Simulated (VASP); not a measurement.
Band structure of SrCl2 (fluorite). Level of theory: PBEsol GGA with spin-orbit coupling, VASP's PBE PAW potentials (set 64) (plane waves; VASP).

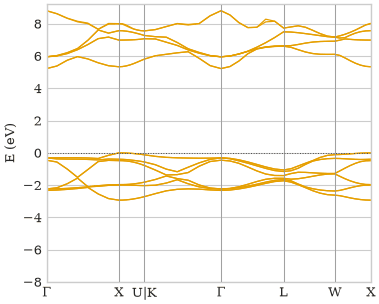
*Bands along high-symmetry lines, zero at the valence-band maximum or, without a gap, the Fermi level*

Q: Read the plot: is there a gap, and where are the band edges?

A: The gap is indirect, 5.23 eV, from the valence maximum at X to the conduction minimum at Γ.

Measured: gap 7.50 eV (computed value off by -2.27 eV), as given by Andrés Aguado et al., Journal of the Physical Society of Japan (1999), arXiv:cond-mat/9901145.

The compound is SrCl2 in the fluorite structure. It was relaxed first.
